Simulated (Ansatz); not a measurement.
# Nb2InC under a change: Nb → Ta

Base system: Nb2InC (space group P6_3/mmc, No. 194; a = 3.1588 Å, c = 14.3312 Å; a cell from a computed database, its experimental status unchecked).

Now apply this change: full substitution Nb → Ta; the structure is relaxed again.

Computed with PBEsol (Ansatz, a quantum-chemistry and plane-wave program), no SOC. k-mesh 17×17×4 (Γ-centred); smearing 0.05 eV (Fermi–Dirac).

The volume per atom decreases by 0.21 Å³ to 15.27 Å³ and the density goes up by 4.902 g/cm³, from 8.38 g/cm³ to 13.29 g/cm³. The lattice parameter a shrinks by 0.023 Å to 3.136 Å and the c/a ratio goes up by 0.037 (4.537 → 4.574). The space group stays P6_3/mmc (No. 194) and the shortest interatomic distance drops by 0.0047 Å to 2.170 Å. The band gap is still zero.

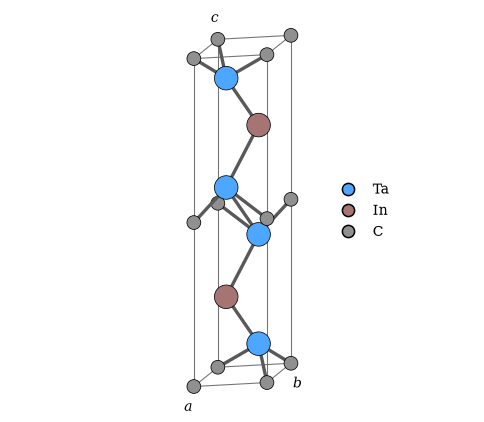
Figure. The relaxed conventional cell after the change

Whether these cells are dynamically stable was not tested. For Ta2InC in this form, whether it has been made was not checked. The final runs are not spin-polarised.
